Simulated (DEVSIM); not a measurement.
System: Cr/SiO2/p-Si capacitor, at 300 K.

```tsv
layer (left to right)	material	thickness (nm)	Na (cm⁻³)
1	SiO2	51.0	-
2	Si	1700	1.1e17
```

Metal gate on the left, work function 4.5 eV. Fixed charge at the semiconductor interface 1.3e12 cm⁻² (in units of +e); interface traps 5.9e10 cm⁻² eV⁻¹, uniform in energy, neutral level at 0.3 of the gap above the valence band.

The device is made up for the run: typed textbook-type constants, with dimensions and the other settings drawn at random. Values at 300 K.

| parameter | SiO2 | Si |
|---|---|---|
| gap (eV) | 9 | 1.124 |
| affinity (eV) | 0.9 | 4.05 |
| permittivity | 3.9 | 11.7 |
| Nc (cm⁻³) | - | 2.86e19 |
| Nv (cm⁻³) | - | 3.1e19 |

Model (solved in DEVSIM): 1D Poisson equation in equilibrium, Boltzmann statistics, complete ionisation; no quantum confinement or tunnelling. Metal contacts follow the ideal Schottky-Mott rule: no Fermi-level pinning, no interface dipoles.

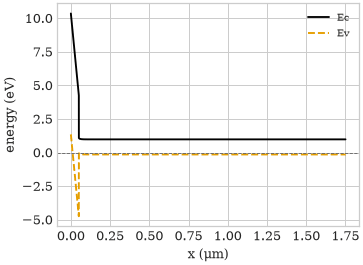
Figure. Band edges at -6.75 V on the gate

Energies count from the Fermi level of the right contact; mesh points crowd at the junctions.

| x (μm) | Ec (eV) | Ev (eV) | n (cm⁻³) | p (cm⁻³) | field (V/cm) |
|---|---|---|---|---|---|
| 0.000 | 10.350 | 1.350 | < 1e2 | < 1e2 | -1200000 |
| 0.001514 | 10.168 | 1.168 | < 1e2 | < 1e2 | -1200000 |
| 0.005114 | 9.736 | 0.736 | < 1e2 | < 1e2 | -1200000 |
| 0.01299 | 8.790 | -0.210 | < 1e2 | < 1e2 | -1200000 |
| 0.03523 | 6.121 | -2.879 | < 1e2 | < 1e2 | -1200000 |
| 0.04465 | 4.990 | -4.010 | < 1e2 | < 1e2 | -1200000 |
| 0.04884 | 4.487 | -4.513 | < 1e2 | < 1e2 | -1200000 |
| 0.05108 | 1.077 | -0.047 | < 1e2 | 5.0e18 | -190000 |
| 0.05274 | 1.053 | -0.071 | < 1e2 | 2.0e18 | -110000 |
| 0.05683 | 1.023 | -0.101 | 190 | 6.1e17 | -50000 |
| 0.06613 | 0.996 | -0.128 | 530 | 2.2e17 | -16000 |
| 0.1013 | 0.979 | -0.145 | 1000 | 1.1e17 | -740 |
| 0.1699 | 0.978 | -0.146 | 1100 | 1.1e17 | ≈ 0 |
| 0.3297 | 0.978 | -0.146 | 1100 | 1.1e17 | ≈ 0 |
| 0.9293 | 0.978 | -0.146 | 1100 | 1.1e17 | ≈ 0 |
| 1.399 | 0.978 | -0.146 | 1100 | 1.1e17 | ≈ 0 |
| 1.606 | 0.978 | -0.146 | 1100 | 1.1e17 | ≈ 0 |
| 1.689 | 0.978 | -0.146 | 1100 | 1.1e17 | ≈ 0 |
| 1.732 | 0.978 | -0.146 | 1100 | 1.1e17 | ≈ 0 |
| 1.744 | 0.978 | -0.146 | 1100 | 1.1e17 | ≈ 0 |
| 1.748 | 0.978 | -0.146 | 1100 | 1.1e17 | ≈ 0 |
| 1.751 | 0.978 | -0.146 | 1100 | 1.1e17 | ≈ 0 |
